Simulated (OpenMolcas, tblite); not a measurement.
# GaGeH5 (SMILES [GaH2][GeH3]): methods side by side

The species is GaGeH5 (7 atoms), meant as a singlet with charge 0. SMILES: `[GaH2][GeH3]`. The shape is that of a PBE0-D4/def2-TZVP optimisation.

Each level gives the dipole moment (D). The values are calculated.

```tsv
level	kind	program	value (D)	CPU time
IPEA1-xTB	semi-empirical	tblite	2.11	under 2 s
HF/def2-SVPD	Hartree–Fock	OpenMolcas	0.34	20 s
SVWN5/def2-SVPD	LDA	OpenMolcas	0.23	33 s
BLYP/def2-SVPD	GGA	OpenMolcas	0.26	46 s
revPBE/def2-SVPD	GGA	OpenMolcas	0.25	43 s
r2SCAN/def2-SVPD	meta-GGA	OpenMolcas	0.26	60 s
M06-2X/def2-SVPD	hybrid meta-GGA	OpenMolcas	0.30	58 s
```

All-electron rows without a relativistic Hamiltonian named are non-relativistic. The values span 0.23 to 2.11 D. Magnitudes only. Times are those of the runs behind each value, whatever else they computed, on shared processors of several kinds: orders of magnitude only.

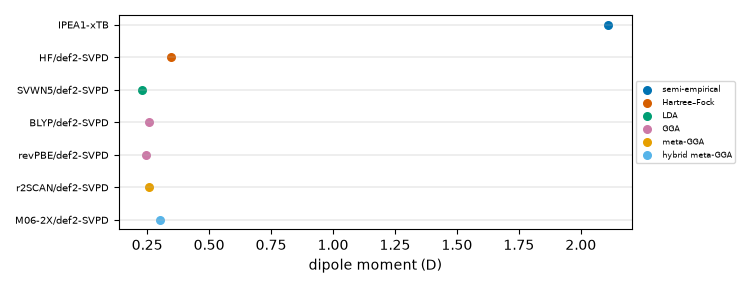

The values of the table, level by level.
